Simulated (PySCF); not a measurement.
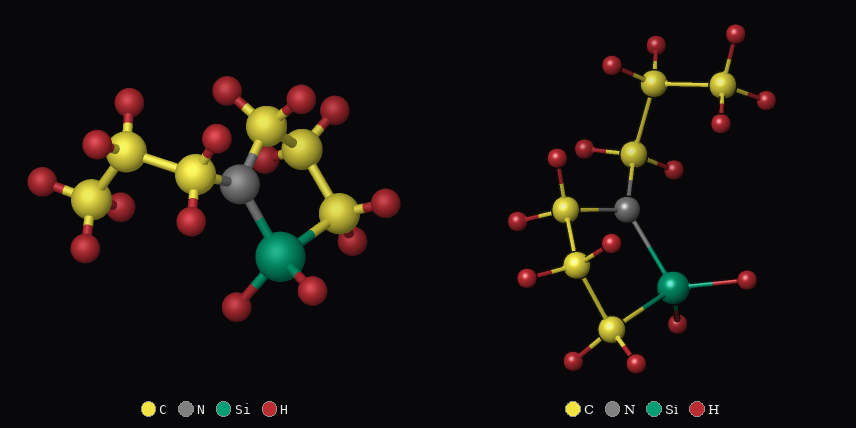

Both panels show the same species.

The computed structure is the end point of a PBE0-D3(BJ)/def2-SVP optimisation. No frequency run is at hand to confirm it as a minimum.

Give the formula.

C₆H₁₅NSi, 23 atoms: 6 carbon, 15 hydrogen, 1 nitrogen and 1 silicon.

Name some functional groups or characteristic bonds that it holds.

Among them: Si–H bond, Si–N bond.
